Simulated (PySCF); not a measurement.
# ReO3F (charge −1): single-point calculation

- system: ReO3F (Re(O)3(F)-), charge −1, multiplicity 2
- method: UKS TPSS, Re def2-SVP with ECP60, O def2-SVP, F def2-SVP; non-relativistic Hamiltonian with a scalar-relativistic core potential; density fitting (PySCF 2.14.0)

It belongs to a series of runs on one base structure; here: finer grid at the relaxed geometry.

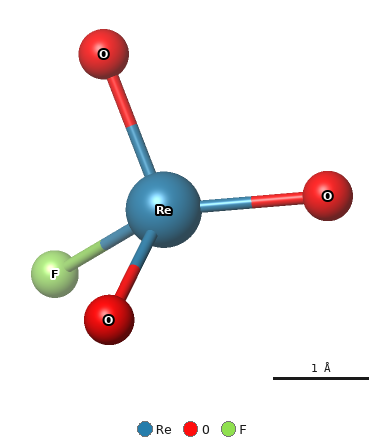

**Figure 1.** The structure as given in the input (ball-and-stick view, seen at a tilt). Sticks mark near contacts. Bond lengths as drawn: F–Re 1.95 Å and O–Re 1.75 to 1.76 Å.

**The input**
```python
mol = gto.M(atom='''
Re     0.09266     0.06586     0.04456
O      1.22068     0.76889     1.17994
O     -1.11548    -0.78324     0.99779
O      1.05538    -0.74252    -1.18382
F     -1.20356     0.77040    -1.23259''',
    basis={'Re': 'def2-SVP', 'O': 'def2-SVP', 'F': 'def2-SVP'},
    ecp={'Re': 'def2-SVP'},
    charge=-1, spin=1)
mf = dft.UKS(mol, xc='TPSS')
mf.grids.atom_grid = (75, 302)  # f atoms: at least (60, 302), unpruned
mf = mf.density_fit()  # Re def2-universal-JKFIT, O def2-universal-JKFIT, F def2-universal-JKFIT
mf.conv_tol = 1e-09; mf.max_cycle = 55
mf.kernel(dm0)
```

The script is an equivalent of the set-up of the self-consistent field. The run itself was carried out by a driver, which started from the orbitals of the step before it where there was one and computed the further properties.

Run as:
```bash
OMP_NUM_THREADS=2 python <driver script>
```

**Log**
```
init E= -403.806738508925
  HOMO = 0.0302229821659  LUMO = 0.0730140302924  gap/eV = 1.16440
cycle= 1 E= -403.806737702046  delta_E= 8.07e-07  |g|= 0.00196  |ddm|= 0.00544
  HOMO = 0.0301254806152  LUMO = 0.072913472207  gap/eV = 1.16432
cycle= 2 E= -403.806697108  delta_E= 4.06e-05  |g|= 0.00997  |ddm|= 0.0091
  HOMO = 0.0301736247914  LUMO = 0.072967218842  gap/eV = 1.16447
cycle= 3 E= -403.806739289306  delta_E= -4.22e-05  |g|= 0.000314  |ddm|= 0.00765
  HOMO = 0.0301920391835  LUMO = 0.0729864196806  gap/eV = 1.16449
cycle= 4 E= -403.806739315405  delta_E= -2.61e-08  |g|= 0.00017  |ddm|= 0.000335
  HOMO = 0.0301925866989  LUMO = 0.0729864550683  gap/eV = 1.16448
cycle= 5 E= -403.806739325984  delta_E= -1.06e-08  |g|= 5.1e-05  |ddm|= 0.000128
  HOMO = 0.030195449042  LUMO = 0.0729897106585  gap/eV = 1.16449
cycle= 6 E= -403.806739326828  delta_E= -8.44e-10  |g|= 1.77e-05  |ddm|= 5.16e-05
  HOMO = 0.0301891783916  LUMO = 0.0729834976956  gap/eV = 1.16449
```

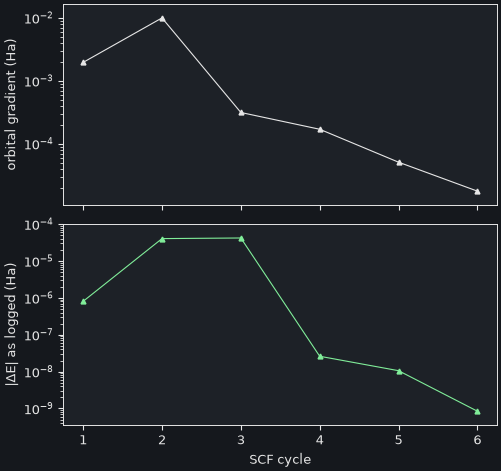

**Figure 2.** Convergence of the self-consistent field: orbital gradient and size of the energy change against the SCF cycle. The residual comes down, with one marked jump up, by a factor of about 5, at step 2.

```
Extra cycle  E= -403.806739325331  delta_E= 1.5e-09  |g|= 6.3e-05  |ddm|= 6.77e-05
converged SCF energy = -403.806739325331  <S^2> = 0.75230628  2S+1 = 2.0023049
```

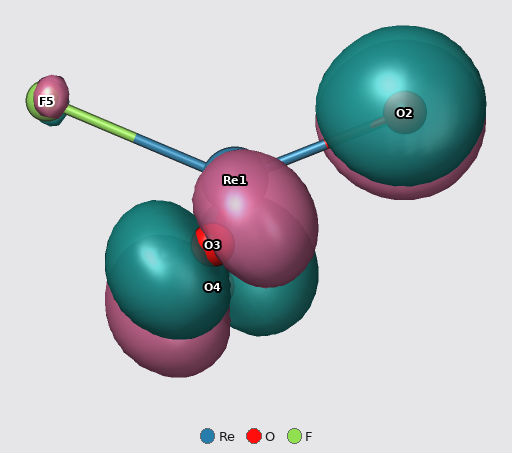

**Figure 3.** The HOMO−1 (α) at ±0.15 Å⁻³ᐟ² (teal and pink are the two phases), seen from the side. Its energy is −1.86 eV.

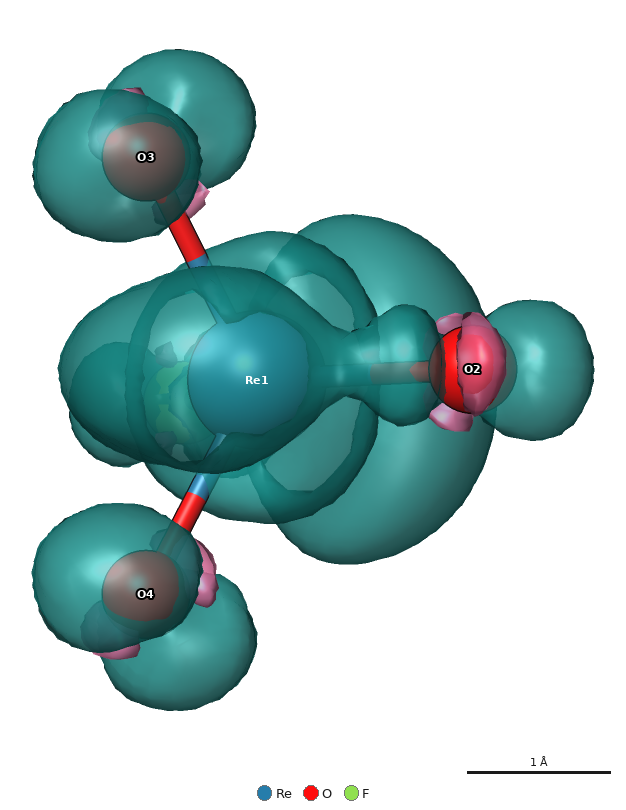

**Figure 4.** Isosurfaces of the spin density (α minus β) at +0.015 (teal) and −0.015 e/Å³ (pink), seen at an oblique angle. The unpaired spin (1 electron) lies mostly on Re1 (about 0.7), O3 (about 0.1), O4 (about 0.1) and F5 (about 0.1), in electrons by Hirshfeld's partition.

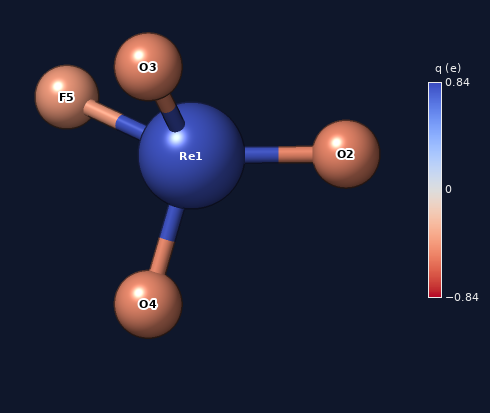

**Figure 5.** Mulliken charges, as the colour of each atom (ball-and-stick view, seen at a tilt; atoms are numbered from 1 in the order of the input; Mulliken charges depend strongly on the basis). By element: Re +0.80, O −0.47 and F −0.39 e.

**Key numbers**

| quantity | value |
| --- | --- |
| outcome | converged |
| total energy | −403.806739 hartree |
| ⟨S²⟩ | 0.752 |
| largest force (length of the vector) | 0.016 eV/Å |
| hardware | 2 threads of AMD EPYC (Zen 5), 16 GiB of memory available, shared host |
| wall time | 20 s (CPU time 39 s) |
| peak memory | 1 GiB |

**Remarks**

The highest filled orbital lies above zero: either the extra electron isn't bound at this level, or the self-interaction error of the functional lifts the level.
